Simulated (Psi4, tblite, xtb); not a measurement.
Approach curve of the dimer C3H8 ··· H3O+ (SMILES CCC and [OH3+]) (charge +1). Monomers: optimised at B3LYP-D3(BJ) (def2-TZVP), held rigid. Orientation: lowest of the rigid-body minima from ten starts at GFN2-xTB. Only R, the distance of the centres of mass, is varied, so the lowest point isn't the relaxed dimer.

Geometry at R = 3.41 Å (first 11 atoms: monomer A):
```
15

C      1.2042     0.4666    -0.0130
C      0.1173    -0.6040     0.0387
C     -1.2913    -0.0183    -0.0157
H      2.2029     0.0276     0.0273
H      1.1108     1.1606     0.8261
H      1.1341     1.0521    -0.9331
H      0.2538    -1.3018    -0.7929
H      0.2310    -1.1945     0.9527
H     -2.0530    -0.7994     0.0220
H     -1.4434     0.5518    -0.9356
H     -1.4665     0.6593     0.8236
O     -1.6910    -1.2573    -2.7191
H     -2.0246    -2.1756    -2.6300
H     -0.9211    -1.1791    -3.3223
H     -1.5590    -0.8053    -1.8583
```

Levels of theory: PBE0/def2-TZVP, counterpoise-corrected (Psi4); GFN2-xTB (tblite); PBE0-D3(BJ)/def2-TZVP, counterpoise-corrected (Psi4); SCS-MP2/aug-cc-pVDZ = Psi4 with DF-SCS-MP2/aug-cc-pVDZ, frozen core, counterpoise-corrected; GFN1-xTB (xtb).

Interaction energies in kcal/mol (negative: bound); R is the distance of the centres of mass, d the H10···H15 distance.

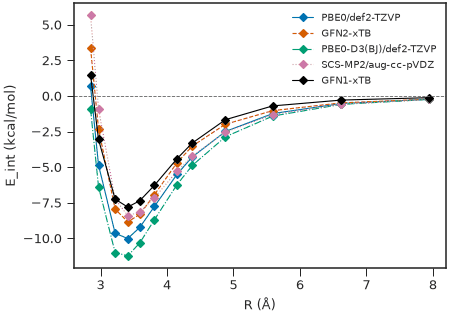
Figure: Interaction energy against separation.

```tsv
R / Å	d / Å	PBE0/def2-TZVP	GFN2-xTB	PBE0-D3(BJ)/def2-TZVP	SCS-MP2/aug-cc-pVDZ	GFN1-xTB
2.85	1.26	0.68	3.36	-0.93	5.66	1.48
2.97	1.33	-4.85	-2.31	-6.37	-0.90	-3.05
3.22	1.50	-9.64	-7.94	-11.00	-7.25	-7.25
3.41	1.65	-10.01	-8.84	-11.23	-8.40	-7.80
3.59	1.79	-9.23	-8.32	-10.32	-8.16	-7.36
3.81	1.97	-7.76	-6.94	-8.70	-7.14	-6.28
4.15	2.27	-5.51	-4.69	-6.23	-5.30	-4.41
4.38	2.48	-4.28	-3.52	-4.88	-4.22	-3.31
4.88	2.94	-2.49	-1.98	-2.86	-2.54	-1.66
5.59	3.61	-1.24	-1.03	-1.41	-1.30	-0.70
6.62	4.61	-0.53	-0.49	-0.59	-0.57	-0.29
7.94	5.90	-0.22	-0.23	-0.24	-0.24	-0.12
```

Lowest grid point: PBE0/def2-TZVP -10.01 kcal/mol at R = 3.41 Å; GFN2-xTB -8.84 kcal/mol at R = 3.41 Å; PBE0-D3(BJ)/def2-TZVP -11.23 kcal/mol at R = 3.41 Å; SCS-MP2/aug-cc-pVDZ -8.40 kcal/mol at R = 3.41 Å; GFN1-xTB -7.80 kcal/mol at R = 3.41 Å.
